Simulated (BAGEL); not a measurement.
**B2H3BrO (SMILES BOBBr) at HF/STO-3G (density fitting with qzvpp-jkfit)**

Aim: the vertical ionisation energy of B2H3BrO at HF/STO-3G (density fitting with qzvpp-jkfit), from 2 runs. 

Program for the calculation: BAGEL 1.2.2.

8 further runs of the same task are left out: 6 that didn't finish, 2 set aside as unsound or not needed. Runs told in other sessions of the task aren't counted.

## Step 1: The structure to begin with

B2H3BrO has 7 atoms, charge 0, and is taken as a singlet. SMILES: `BOBBr`. Geometry: relaxed at GFN2-xTB. This is one conformer, not always the lowest.

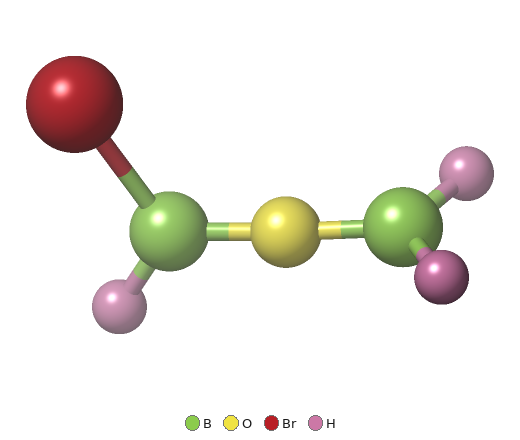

The structure, seen from a chosen angle (boron green, oxygen yellow, bromine red, hydrogen pink).

## Step 2: A single-point energy at HF/STO-3G (density fitting with qzvpp-jkfit)

hf.json reads:

```json
{ "bagel" : [

{
  "title" : "molecule",
  "basis" : "sto-3g",
  "df_basis" : "qzvpp-jkfit",
  "angstrom" : "true",
  "geometry" : [
    { "atom" : "B", "xyz" : [      -0.183650,       1.345300,       0.024420 ] },
    { "atom" : "O", "xyz" : [       0.052300,       0.070270,      -0.116360 ] },
    { "atom" : "B", "xyz" : [       0.254090,      -1.203360,      -0.189940 ] },
    { "atom" : "Br", "xyz" : [      -0.363800,      -2.312670,       1.217990 ] },
    { "atom" : "H", "xyz" : [       0.617310,       2.013940,       0.567060 ] },
    { "atom" : "H", "xyz" : [      -1.184990,       1.789900,      -0.404030 ] },
    { "atom" : "H", "xyz" : [       0.808730,      -1.703390,      -1.099150 ] }
  ]
},

{
  "title" : "hf"
},

{
  "title" : "print",
  "file" : "orbitals.molden",
  "orbitals" : "true"
}

]}
```

Run with:

```sh
$ BAGEL_NUM_THREADS=1 BAGEL hf.json > hf.out
```

What it wrote:

```text
* using 1 threads per process

  ===============================================================
  ===============================================================

  *** Geometry ***

  { "atom" : "B", "xyz" : [     -0.347048,      2.542249,      0.046147 ] },
  { "atom" : "O", "xyz" : [      0.098833,      0.132791,     -0.219889 ] },
  { "atom" : "B", "xyz" : [      0.480161,     -2.274021,     -0.358935 ] },
  { "atom" : "Br", "xyz" : [     -0.687482,     -4.370313,      2.301668 ] },
  { "atom" : "H", "xyz" : [      1.166547,      3.805795,      1.071588 ] },
  { "atom" : "H", "xyz" : [     -2.239307,      3.382421,     -0.763506 ] },
  { "atom" : "H", "xyz" : [      1.528278,     -3.218941,     -2.077092 ] },

  Number of auxiliary basis functions:      547

  Since a DF basis is specified, we compute 2- and 3-index integrals:
    o Being stored without compression. Storage requirement is 0.006 GB

  Number of basis functions:       36
  Number of electrons      :       56

    * METHOD: MOLECULE                             0.24

  *** RHF ***

  === Nuclear Repulsion ===
   194.9871745333

      * DIIS with orbital gradients will be used.

  === RHF iteration (sto-3g) ===
      0      -2669.06511986          0.01165212           0.04
      1      -2669.13299379          0.00307887           0.03
      2      -2669.13698901          0.00090857           0.03
      3      -2669.13740081          0.00018409           0.03
      4      -2669.13742094          0.00004484           0.04
      5      -2669.13742279          0.00001252           0.03
      6      -2669.13742296          0.00000127           0.04
      7      -2669.13742296          0.00000026           0.04
      8      -2669.13742296          0.00000005           0.04
      9      -2669.13742296          0.00000002           0.04
     10      -2669.13742296          0.00000001           0.04
    * SCF iteration converged.

    * Permanent dipole moment:
           (   -0.151286,    -0.415467,     0.380230) a.u.

    * METHOD: HF                                   0.52

    * METHOD: PRINT                                0.00

  ===============================================================
```

It took 0.88 s on 1 thread of Arm Neoverse V1, shared host.

## Step 3: The doublet cation, same level

job.json reads:

```json
{ "bagel": [

{
  "title": "molecule",
  "basis": "sto-3g",
  "df_basis": "qzvpp-jkfit",
  "angstrom": true,
  "geometry": [
    { "atom": "B", "xyz": [      -0.183650,       1.345300,       0.024420 ] },
    { "atom": "O", "xyz": [       0.052300,       0.070270,      -0.116360 ] },
    { "atom": "B", "xyz": [       0.254090,      -1.203360,      -0.189940 ] },
    { "atom": "Br", "xyz": [      -0.363800,      -2.312670,       1.217990 ] },
    { "atom": "H", "xyz": [       0.617310,       2.013940,       0.567060 ] },
    { "atom": "H", "xyz": [      -1.184990,       1.789900,      -0.404030 ] },
    { "atom": "H", "xyz": [       0.808730,      -1.703390,      -1.099150 ] }
  ]
},

{
  "title": "uhf",
  "charge": 1,
  "nopen": 1
},

{
  "title": "print",
  "file": "orbitals.molden",
  "orbitals": true
}

]}
```

Run with:

```sh
$ BAGEL_NUM_THREADS=1 BAGEL job.json > job.out
```

What it wrote:

```text
* using 1 threads per process

  ===============================================================
  ===============================================================

  *** Geometry ***

  { "atom" : "B", "xyz" : [     -0.347048,      2.542249,      0.046147 ] },
  { "atom" : "O", "xyz" : [      0.098833,      0.132791,     -0.219889 ] },
  { "atom" : "B", "xyz" : [      0.480161,     -2.274021,     -0.358935 ] },
  { "atom" : "Br", "xyz" : [     -0.687482,     -4.370313,      2.301668 ] },
  { "atom" : "H", "xyz" : [      1.166547,      3.805795,      1.071588 ] },
  { "atom" : "H", "xyz" : [     -2.239307,      3.382421,     -0.763506 ] },
  { "atom" : "H", "xyz" : [      1.528278,     -3.218941,     -2.077092 ] },

  Number of auxiliary basis functions:      547

  Since a DF basis is specified, we compute 2- and 3-index integrals:
    o Being stored without compression. Storage requirement is 0.006 GB

  Number of basis functions:       36
  Number of electrons      :       56

    * METHOD: MOLECULE                             0.24

  *** Open-shell HF ***

  === Nuclear Repulsion ===
   194.9871745333

      * DIIS with orbital gradients will be used.

  === UHF iteration (sto-3g) ===
      0      -2668.67227206          0.02444916           0.07
      1      -2668.78962956          0.00892642           0.07
      2      -2668.80833005          0.00451609           0.07
      3      -2668.81689209          0.00333681           0.07
      4      -2668.82522834          0.00261537           0.07
      5      -2668.83389999          0.00147333           0.07
      6      -2668.83593522          0.00110989           0.07
      7      -2668.83720643          0.00051312           0.07
      8      -2668.83760627          0.00060561           0.07
      9      -2668.83817613          0.00016036           0.07
     10      -2668.83835046          0.00008857           0.07
     11      -2668.83845611          0.00003318           0.07
     12      -2668.83848692          0.00001921           0.07
     13      -2668.83850539          0.00000754           0.07
     14      -2668.83850707          0.00000257           0.07
     15      -2668.83850705          0.00000153           0.07
     16      -2668.83850707          0.00000088           0.07
     17      -2668.83850707          0.00000083           0.07
     18      -2668.83850707          0.00000083           0.07
     19      -2668.83850707          0.00000075           0.07
     20      -2668.83850705          0.00000033           0.07
     21      -2668.83850705          0.00000015           0.07
     22      -2668.83850705          0.00000012           0.07
     23      -2668.83850705          0.00000005           0.07
     24      -2668.83850705          0.00000003           0.07
     25      -2668.83850705          0.00000003           0.07
     26      -2668.83850705          0.00000002           0.07
     27      -2668.83850705          0.00000001           0.07
     28      -2668.83850705          0.00000001           0.07
    * SCF iteration converged.

    * S^2 (UHF) is 0.7788

    * Permanent dipole moment:
           (   -0.063751,    -0.102510,     0.143903) a.u.

    * METHOD: UHF                                  2.09

    * METHOD: PRINT                                0.00

  ===============================================================
```

Run time: 2.5 s. Hardware: 1 thread of Arm Neoverse V1, shared host.

## Step 4: Summary of results

Level: HF/STO-3G (density fitting with qzvpp-jkfit).

| quantity | value |
| --- | --- |
| singlet B2H3BrO: total energy | -2669.13742 Eh |
| singlet B2H3BrO: dipole moment | 1.48 D |
| singlet B2H3BrO: HOMO energy | -8.65 eV |
| singlet B2H3BrO: LUMO energy | 7.31 eV |
| singlet B2H3BrO: HOMO–LUMO gap | 15.97 eV |
| doublet cation: total energy | -2668.83851 Eh |
| doublet cation: ⟨S²⟩ | 0.779 |
| vertical ionisation energy (to the doublet cation) | 8.134 eV |

Removing an electron at fixed nuclei costs 8.13 eV (188 kcal/mol). The negative HOMO energy of the first species, 8.65 eV, lies 0.52 eV above that difference. In a minimal basis such a difference can be off by several eV, whatever the method.
